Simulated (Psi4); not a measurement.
# BrCl (bromine chloride): levels of theory compared

Wanted: a comparison of 4 runs (HF/3-21G, PBE/def2-SVP, PBE0/def2-SVP, PBE/def2-SVPD) of BrCl (bromine chloride). 

The results are computed with Psi4 1.11.

3 further runs of the same task are left out: 2 that didn't finish, 1 set aside as unsound or not needed.

### Step 1. The system as given

BrCl has 2 atoms, charge 0, and is taken as a singlet. As SMILES, `ClBr`. Geometry: the measured bond length.

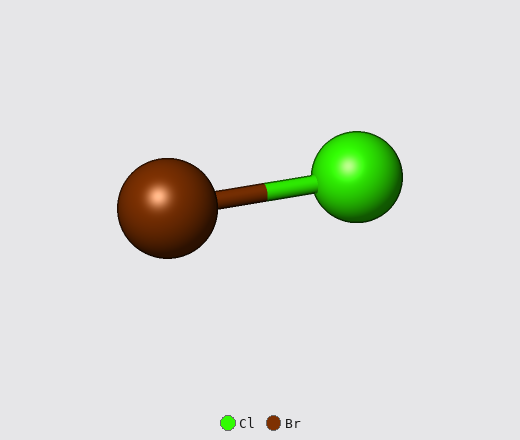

The structure, seen from a chosen angle (chlorine green, bromine brown).

### Step 2. Energy and gradient at HF/3-21G (run 1)

Input file input.dat:

```
memory 1600 MB

molecule mol {
  Cl     0.000000     0.000000     0.000000
  Br     0.000000     0.000000     2.136065
  symmetry c1
}

set {
  reference rhf
  puream true
  e_convergence 1e-09
  d_convergence 1e-08
  scf_type pk
}

E, wfn = gradient("scf/3-21G", return_wfn=True)
print_variables()
```

On the command line:

```bash
psi4 -i input.dat -o output.dat -n 1
```

output.dat:

```text
[...]
  Running in c1 symmetry.
[...]
  Nuclear repulsion =  147.402087646513593
[...]
  Multiplicity = 1
[...]
  Nalpha       = 26
  Nbeta        = 26
[...]
    Number of basis functions: 35
[...]
   @RHF iter   1: -3017.26270016195986   -1.60177e+00   8.61168e-03 DIIS/ADIIS
[...]
   @RHF iter   9: -3017.30231458172693    1.81899e-12   1.66528e-09 DIIS
[...]
  @RHF Final Energy: -3017.30231458172693
   => Energetics <=
    Nuclear Repulsion Energy =            147.4020876465135927
    One-Electron Energy =               -4495.4697266691428013
    Two-Electron Energy =                1330.7653244409020772
    Total Energy =                      -3017.3023145817269324
[...]
 Multipole Moments:
 ------------------------------------------------------------------------------------
     Multipole            Electronic (a.u.)      Nuclear  (a.u.)        Total (a.u.)
 ------------------------------------------------------------------------------------
 L = 1.  Multiply by 2.5417464519 to convert [e a0] to [Debye]
 Dipole X            :          0.0000000            0.0000000            0.0000000
 Dipole Y            :         -0.0000000            0.0000000           -0.0000000
 Dipole Z            :          4.6202186           -4.1717849            0.4484337
 Magnitude           :                                                    0.4484337
[...]
  -Total Gradient:
     Atom            X                  Y                   Z
    ------   -----------------  -----------------  -----------------
       1       -0.000000000000    -0.000000000000     0.076602862854
       2        0.000000000000     0.000000000000    -0.076602862905
[...]
```

Wall time 1.9 s (1 thread of AMD EPYC 7B13 (Zen 3), shared host); peak memory 0.19 GiB.

### Step 3. The energy at PBE/def2-SVP (run 2)

Input file calc.py:

```python
import psi4

psi4.set_memory('1600 MB')
psi4.set_num_threads(1)
psi4.set_output_file('output.dat', False)

geom = psi4.geometry("""
Cl     0.00000000     0.00000000     0.00000000
Br     0.00000000     0.00000000     4.03657783
units bohr
symmetry c1
no_reorient
no_com
""")

options = {'reference': 'rks', 'puream': True, 'e_convergence': 1e-09, 'd_convergence': 1e-08, 'scf_type': 'pk', 'dft_radial_points': 99, 'dft_spherical_points': 590}
psi4.set_options(options)

e_tot, wfn = psi4.energy("pbe/def2-SVP", molecule=geom, return_wfn=True)
psi4.oeprop(wfn, "MAYER_INDICES", "DIPOLE", "MULLIKEN_CHARGES")
print(f'total energy {e_tot:.8f} hartree = {e_tot * 27.211386:.5f} eV')
for k, v in sorted(psi4.core.scalar_variables().items()):
    print(f'{k:45s} {v:18.10f}')
```

On the command line:

```bash
python calc.py
```

output.dat:

```text
[...]
  Running in c1 symmetry.
[...]
  Nuclear repulsion =  147.402087872042841
[...]
  Multiplicity = 1
[...]
  Nalpha       = 26
  Nbeta        = 26
[...]
    Number of basis functions: 50
[...]
   @RKS iter   1: -3032.99119832579709   -1.12733e+00   2.81526e-02 ADIIS/DIIS
[...]
   @RKS iter  10: -3033.29702067260541   -4.09273e-12   5.70004e-09 DIIS
[...]
  @RKS Final Energy: -3033.29702067260541
   => Energetics <=
    Nuclear Repulsion Energy =            147.4020878720428414
    One-Electron Energy =               -4509.7592645673976222
    Two-Electron Energy =                1448.0415662018763214
    DFT Exchange-Correlation Energy =    -118.9814101791272094
    Empirical Dispersion Energy =           0.0000000000000000
    VV10 Nonlocal Energy =                  0.0000000000000000
    Total Energy =                      -3033.2970206726054130
[...]
 Multipole Moments:
 ------------------------------------------------------------------------------------
     Multipole            Electronic (a.u.)      Nuclear  (a.u.)        Total (a.u.)
 ------------------------------------------------------------------------------------
 L = 1.  Multiply by 2.5417464519 to convert [e a0] to [Debye]
 Dipole X            :         -0.0000000            0.0000000           -0.0000000
 Dipole Y            :          0.0000000            0.0000000            0.0000000
 Dipole Z            :       -141.0918673          141.2802240            0.1883568
 Magnitude           :                                                    0.1883568
[...]
  Mulliken Charges: (a.u.)
   Center  Symbol    Alpha    Beta     Spin     Total
       1    CL     8.52912  8.52912  0.00000 -0.05825
       2    BR    17.47088 17.47088  0.00000  0.05825
   Total alpha = 26.00000, Total beta = 26.00000, Total charge = -0.00000
  Mayer Bond Indices:
[...]
```

On the terminal:

```text
total energy -3033.29702067 hartree = -82540.21608 eV
CURRENT ENERGY                                  -3033.2970206726
CURRENT REFERENCE ENERGY                        -3033.2970206726
DD SOLVATION ENERGY                                 0.0000000000
DFT FUNCTIONAL TOTAL ENERGY                     -3033.2970206726
DFT TOTAL ENERGY                                -3033.2970206726
DFT VV10 ENERGY                                     0.0000000000
DFT XC ENERGY                                    -118.9814101791
GRID ELECTRONS ALPHA                               25.9999997877
GRID ELECTRONS BETA                                25.9999997877
GRID ELECTRONS TOTAL                               51.9999995754
NUCLEAR REPULSION ENERGY                          147.4020878720
ONE-ELECTRON ENERGY                             -4509.7592645674
PCM POLARIZATION ENERGY                             0.0000000000
PE ENERGY                                           0.0000000000
SCF ITERATION ENERGY                            -3033.2970206726
SCF ITERATIONS                                     10.0000000000
SCF TOTAL ENERGY                                -3033.2970206726
TWO-ELECTRON ENERGY                              1448.0415662019
XC GRID RADIAL POINTS                              99.0000000000
XC GRID SPHERICAL POINTS                          590.0000000000
XC GRID TOTAL POINTS                           102317.0000000000
```

It took 3.6 s on 1 thread of AMD EPYC 7B13 (Zen 3), shared host; peak memory 0.34 GiB.

Run 3 isn't shown in full; the table further down has it.

### Step 4. The energy at PBE/def2-SVPD (run 4)

Input file job.py:

```python
import psi4

psi4.set_memory(1600000000)
psi4.set_num_threads(1)
psi4.set_output_file('psi4.out', False)

molecule = psi4.geometry("""
Cl     0.00000000     0.00000000     0.00000000
Br     0.00000000     0.00000000     4.03657783
units bohr
symmetry c1
""")

psi4.set_options({
    'puream': True,
    'e_convergence': 1e-09,
    'd_convergence': 1e-08,
    'scf_type': 'pk',
    'dft_radial_points': 99,
    'dft_spherical_points': 590,
})

E, wfn = psi4.energy('pbe/def2-SVPD', molecule=molecule, return_wfn=True)
print('E =', round(E, 9))
```

On the command line:

```bash
python job.py
```

psi4.out:

```text
[...]
  Running in c1 symmetry.
[...]
  Nuclear repulsion =  147.402087872042841
[...]
  Multiplicity = 1
[...]
  Nalpha       = 26
  Nbeta        = 26
[...]
    Number of basis functions: 68
[...]
   @RKS iter   1: -3033.00154429373833   -1.10570e+00   2.08920e-02 ADIIS/DIIS
[...]
   @RKS iter  10: -3033.30902096735554   -8.32188e-11   8.18266e-09 DIIS
[...]
  @RKS Final Energy: -3033.30902096735554
   => Energetics <=
    Nuclear Repulsion Energy =            147.4020878720428414
    One-Electron Energy =               -4509.0103647930973239
    Two-Electron Energy =                1447.2387199362858610
    DFT Exchange-Correlation Energy =    -118.9394639825869149
    Empirical Dispersion Energy =           0.0000000000000000
    VV10 Nonlocal Energy =                  0.0000000000000000
    Total Energy =                      -3033.3090209673555364
[...]
 Multipole Moments:
 ------------------------------------------------------------------------------------
     Multipole            Electronic (a.u.)      Nuclear  (a.u.)        Total (a.u.)
 ------------------------------------------------------------------------------------
 L = 1.  Multiply by 2.5417464519 to convert [e a0] to [Debye]
 Dipole X            :         -0.0000000            0.0000000           -0.0000000
 Dipole Y            :         -0.0000000            0.0000000           -0.0000000
 Dipole Z            :          4.3571072           -4.1717849            0.1853223
 Magnitude           :                                                    0.1853223
[...]
```

Standard output:

```text
E = -3033.309020967
```

Run time: 4.5 s. Hardware: 1 thread of AMD EPYC 7B13 (Zen 3), shared host; peak memory 0.43 GiB.

### Step 5. All runs side by side

```
run          level      task         integration grid   energy (Eh)  dipole moment (D)  HOMO energy (eV)  LUMO energy (eV)  wall time
  1       HF/3-21G  gradient                        –  -3017.302315               1.14            -11.58              0.29      1.9 s
  2   PBE/def2-SVP    energy  99 radial × 590 angular  -3033.297021               0.48             -6.77             -4.15      3.6 s
  3  PBE0/def2-SVP  gradient  99 radial × 590 angular  -3033.420295               0.52             -8.22             -3.23      4.8 s
  4  PBE/def2-SVPD    energy  99 radial × 590 angular  -3033.309021               0.47             -7.14             -4.60      4.5 s
```

### Step 6. What came out

| quantity | value |
| --- | --- |
| run 4: total energy | -3033.30902 Eh |
| run 4: dipole moment | 0.47 D |
| run 4: HOMO energy | -7.14 eV |
| run 4: LUMO energy | -4.60 eV |
| run 4: HOMO–LUMO gap | 2.54 eV |

In words: The dipole moment (its size) runs from 0.47 D (PBE/def2-SVPD) to 1.14 D (HF/3-21G). The two ends differ in method and basis. The HOMO–LUMO gap runs from 2.54 eV (PBE/def2-SVPD) to 11.87 eV (HF/3-21G). Totals of different functionals can't be ranked against each other. All runs together took 15 s, the longest 4.8 s.
